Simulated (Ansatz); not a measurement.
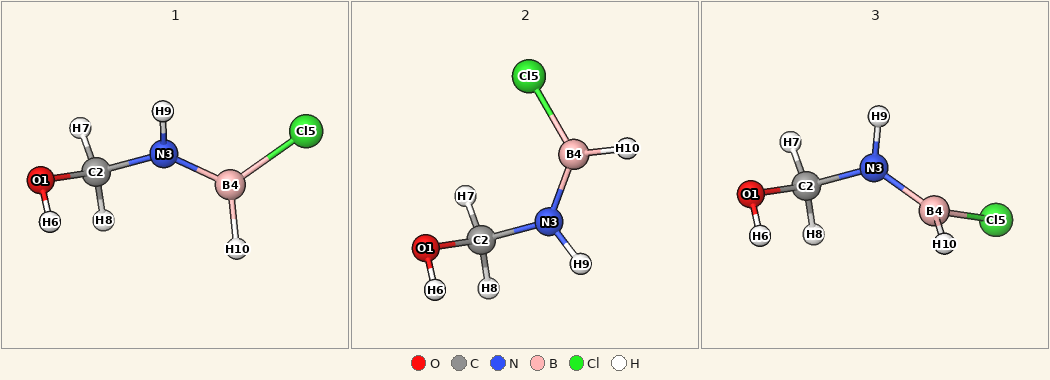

CH₅BClNO, SMILES OCNBCl. 
- The first coordinate is: dihedral C2–N3–B4–Cl5; the second: dihedral O1–C2–N3–B4.
- Nothing is relaxed (all other coordinates rigid).
- The grid has 15 × 15 points.
- Points are written as (first, second).
- All energies are given in eV relative to the relaxed molecule at the same level.
- The calculation used RKS PBE0-D4/def2-SVP in Ansatz.

The numbered pictures are structures from this grid.

**Rank them by energy, lowest first.**

2, at (−12°, −84°): 0.020 eV; 1, at (132°, 132°): 0.46 eV; 3, at (84°, 108°): 1.21 eV.

The map, with the structures marked:

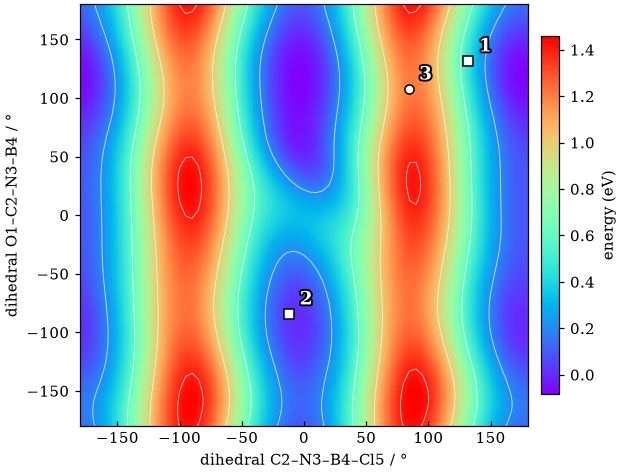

The picture shows a smooth colour map with a few white contour lines. Between grid points the surface is interpolated.
